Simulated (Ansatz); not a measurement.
**FH5O3Si (built from SMILES F.O[SiH](O)O): search for a transition state**

Is there a first-order saddle for this four-centre ligand exchange, which should form Si1–F7, H2–H6 and break Si1–H2, H6–F7, and which two structures does it connect?

Computed with Ansatz 0.2.0, Gaussian basis. Level: PBE0-D4, def2-SVP first, then def2-TZVP.

152 further runs of the same task are left out: 152 set aside as unsound or not needed.

### Step 1. Where the work starts

The guess: 10 atoms, charge 0, spin multiplicity 1.

Atoms are counted from 1 here; the program's logs count them from 0.

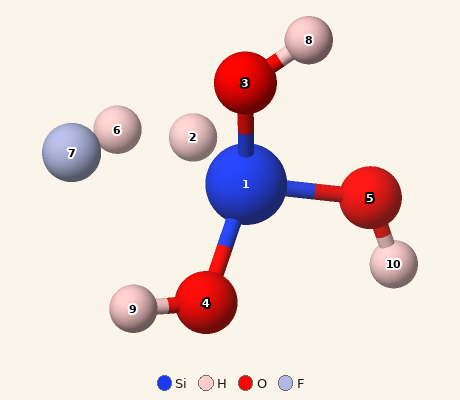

As it starts; silicon blue, hydrogen pink, oxygen red, fluorine light blue; atoms are numbered from 1 in the order of the file.

Coordinates:

```xyz
10
FH5O3Si
Si    0.0479   -0.2470   -0.0441
H     0.4102    1.4505   -0.7104
O     1.0374   -0.4946    1.1887
O    -1.5175   -0.5929   -0.0524
O     0.6866   -1.0728   -1.2912
H     0.0086    1.9116    0.0934
F    -0.6389    1.4384    1.2088
H     1.8718   -0.9258    1.0221
H    -2.0483   -0.1788    0.6282
H     0.1421   -1.2885   -2.0430
```

Distances that are to change: Si1–F7 2.21 Å, H2–H6 1.01 Å, Si1–H2 1.86 Å, H6–F7 1.37 Å.

### Step 2. Relaxing the guess with the reacting distances held

Contents of hold/in.yaml:

```yaml
crystal:
  periodic: [false, false, false]
  atoms:
    - {symbol: Si, position_ang: [0.047900, -0.247000, -0.044100]}
    - {symbol: H, position_ang: [0.410200, 1.450500, -0.710400]}
    - {symbol: O, position_ang: [1.037400, -0.494600, 1.188700]}
    - {symbol: O, position_ang: [-1.517500, -0.592900, -0.052400]}
    - {symbol: O, position_ang: [0.686600, -1.072800, -1.291200]}
    - {symbol: H, position_ang: [0.008600, 1.911600, 0.093400]}
    - {symbol: F, position_ang: [-0.638900, 1.438400, 1.208800]}
    - {symbol: H, position_ang: [1.871800, -0.925800, 1.022100]}
    - {symbol: H, position_ang: [-2.048300, -0.178800, 0.628200]}
    - {symbol: H, position_ang: [0.142100, -1.288500, -2.043000]}
basis:
  gaussian: {orbitals: def2-SVP}
hamiltonian: {xc: pbe0, dispersion: d4}
relax: {f_tol: 0.04, max_steps: 150, escape_saddle: false, constraints: [{distance: [0, 6]}, {distance: [1, 5]}, {distance: [0, 1]}, {distance: [5, 6]}]}
```

The run is started by

```console
ansatz run in.yaml --threads 4 --pin off --events-out ev --progress --plain --max-ram 9574MiB
```

The runs that follow: A starting Hessian; Saddle search in the small basis; Saddle search in triple zeta; Vibrations at the point found; Relaxing after a step of 0.30 Å one way along the mode; Relaxing after a step of 0.30 Å the other way along the mode.

Q: Predict the outcome of this session. Wanted: imaginary mode; barrier from the start side; barrier from the end side; energy of the step; pairs that change; zero-point energy at the saddle.

As calculated:

```
                       quantity                                                     value
                 imaginary mode                                                 944i cm⁻¹
    barrier from the start side                                              112.8 kJ/mol
      barrier from the end side                                              236.5 kJ/mol
             energy of the step                                             -123.7 kJ/mol
              pairs that change  Si1–F7 formed, H2–H6 formed, Si1–H2 broken, H6–F7 broken
zero-point energy at the saddle                                                  1.701 eV
```

**Reading.** One imaginary mode, 944i cm⁻¹, makes this a first-order saddle. Going downhill both ways gives the intended start and end. At PBE0-D4/def2-TZVP the electronic barrier is 112.8 kJ/mol, about 46 kT at 298 K, and the step runs 123.7 kJ/mol downhill. A step off the saddle overshot and began above it in energy, so the link to its end is likely but not proven.
